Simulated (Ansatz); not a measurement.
# Calculations on CH₇BFN

Part 1: Relaxation

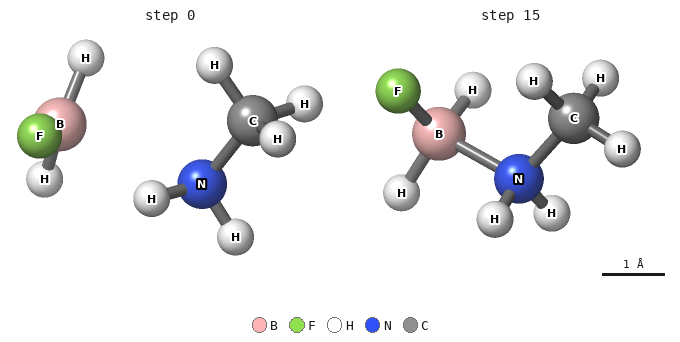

The structure of CH7BFN before (left) and after (right) a relaxation, at one scale.

A ball-and-stick model, seen at a tilt.

The run prepares an end point of a later path (reaction) calculation, from a guessed geometry.

All numbers below come from Ansatz 0.2.0, RKS BLYP-D4/6-31G*. Settings: no spin polarisation; force threshold 0.03 eV/Å; at most 50 steps.

> What changed between the two?

The largest move after the best rigid fit is that of an H atom, 0.96 Å. By element the largest moves are H 0.96 Å, F 0.79 Å, B 0.70 Å, N 0.39 Å, C 0.31 Å. Near-neighbour distances that change, for instance: B–N 2.737 → 1.696 Å, B–F 1.340 → 1.409 Å, B–H 1.204 → 1.223 Å, C–N 1.480 → 1.499 Å. New bonds form, among them: B–N (2.74 → 1.70 Å). Among the angles between lasting bonds that change: H–B–H 124.4° → 115.7°, N–C–H 114.9° → 112.0°, F–B–H 117.8° → 114.9°. Over 13 accepted moves (15 points after the start) the energy falls by 79.6 kJ/mol. The largest force component goes from 0.71 to 0.014 eV/Å. The line search rejected the trial steps at points 1, 7 of the run. Cost: 19 s on 1 thread of AMD EPYC 9R45 96-Core Processor (Zen 5) (shared host), peak memory 0.16 GiB.

Part 2: Relaxation

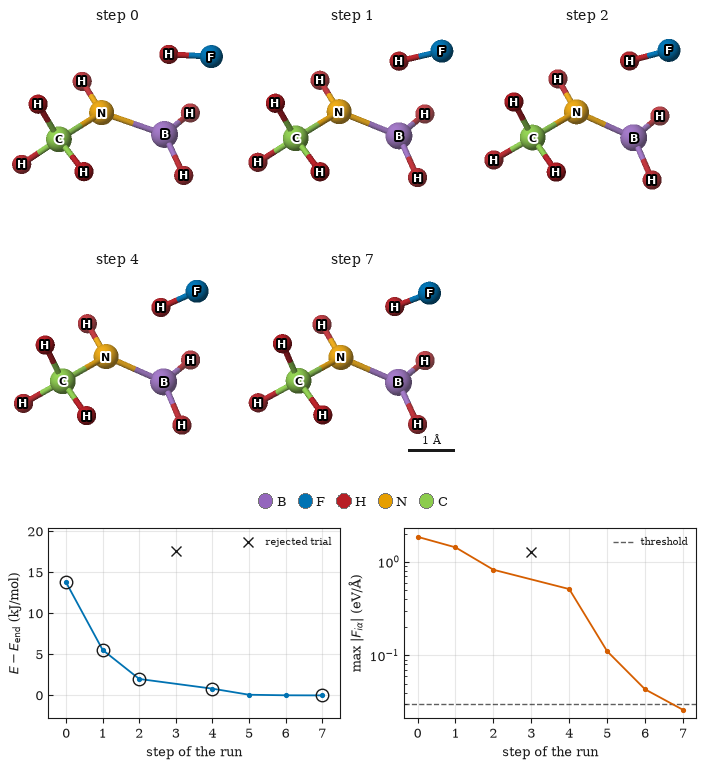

Frames of a relaxation of CH₇BFN, marked on the history of the run. Style: ball-and-stick. Shown from a free direction.

The run prepares an end point of a later path (reaction) calculation, from a guessed geometry.

The calculation used Ansatz 0.2.0, RKS BLYP-D4/6-31G*. Set-up: no spin polarisation; force threshold 0.03 eV/Å; at most 50 steps.

> Describe the path.

The largest move after the best rigid fit is that of the F atom, 0.49 Å. By element the largest moves are F 0.49 Å, H 0.28 Å, B 0.13 Å, C 0.12 Å, N 0.10 Å. Near-neighbour distances that change, for instance: B–N 1.482 → 1.413 Å, F–H 0.941 → 0.957 Å, C–N 1.469 → 1.476 Å. The energy falls by 13.8 kJ/mol in 6 accepted moves (7 points after the start). The largest force component goes from 1.9 to 0.026 eV/Å. The line search rejected the trial step at point 3 of the run. From step 0 to 1: an H atom moves most (0.19 Å), energy −8.24 kJ/mol. From step 1 to 2: the F atom moves most (0.19 Å), energy −3.54 kJ/mol. From step 2 to 4: the F atom moves most (0.09 Å), energy −1.18 kJ/mol. From step 4 to 7: the F atom moves most (0.11 Å), energy −0.82 kJ/mol.

```csv
step,"E − E(0), kJ/mol","largest force component, eV/Å",note
0,0.00,1.8538,
1,-8.24,1.4303,
2,-11.78,0.8241,
3,3.80,1.2818,rejected
4,-12.96,0.5122,
5,-13.70,0.1109,
6,-13.77,0.0434,
7,-13.78,0.0262,
```

Limits of the set-up: the start holds two separate molecules, 2.3 Å apart at their closest, whose relative position is a soft coordinate.

Part 3: Path

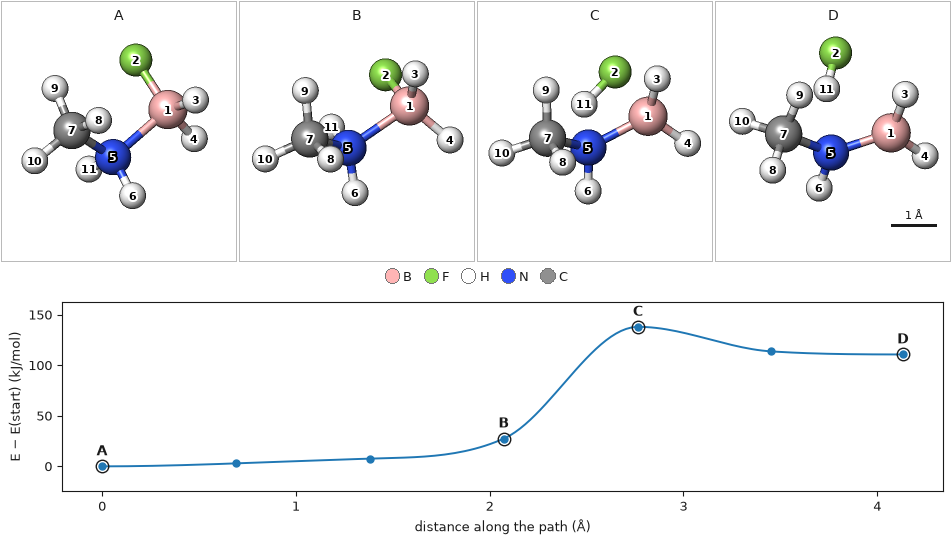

A nudged-elastic-band calculation for CH₇BFN. Images are numbered from 0 (start) to 6 (end). Frames A to D are images 0, 3, 4, 6. Style: ball-and-stick. Shown from a free direction.

Method: RKS BLYP-D4/6-31G* in Ansatz 0.2.0. Set-up: 5 movable images; climbing image; force threshold 0.05 eV/Å; iteration limit 60; starting path through a guess of the saddle point.

### Describe the mechanism and the energy profile.

Forward barrier 138.0 kJ/mol, backward barrier 27.3 kJ/mol, with image 4 at the top; the reaction energy is +110.7 kJ/mol. Breaking: B1–F2 (1.41 → 1.89 at the top → 2.83 Å), N5–H11 (1.03 → 1.48 at the top → 1.95 Å). Forming: F2–H11 (2.66 → 1.07 at the top → 0.96 Å). The band converged in 14 iterations. The largest component of the band force went from 7.9 to 0.031 eV/Å. The climbing image converged on the top of the path. Its vibrational analysis gives one imaginary mode (493i cm⁻¹), as a transition state must have.

Cost: 72 s on 1 thread of AMD EPYC 9R45 96-Core Processor (Zen 5) (shared host), peak memory 0.13 GiB.
